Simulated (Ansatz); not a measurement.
The parent structure is ZnS in the wurtzite structure (space group P6_3mc, No. 186; a = 3.782 Å, c = 6.208 Å).

Now apply this change: every Zn is replaced by Cd; the structure is relaxed again.

The values are results of Kohn–Sham DFT with the PBEsol functional, run in Ansatz (a quantum-chemistry and plane-wave program) with PAW and 420 eV plane waves, scalar-relativistic without spin-orbit coupling, not measurements.

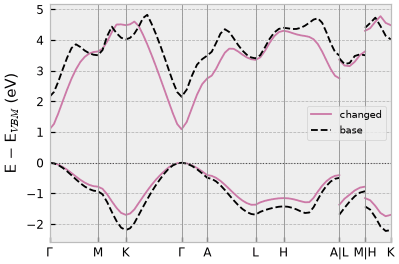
Fig. 1. Highest valence and lowest conduction band along the path, each from its own valence-band maximum

Question: Read the changed gap and its character from the plot.

Answer: About 1.1 eV, direct at Γ.

Whether these cells are dynamically stable was not tested.
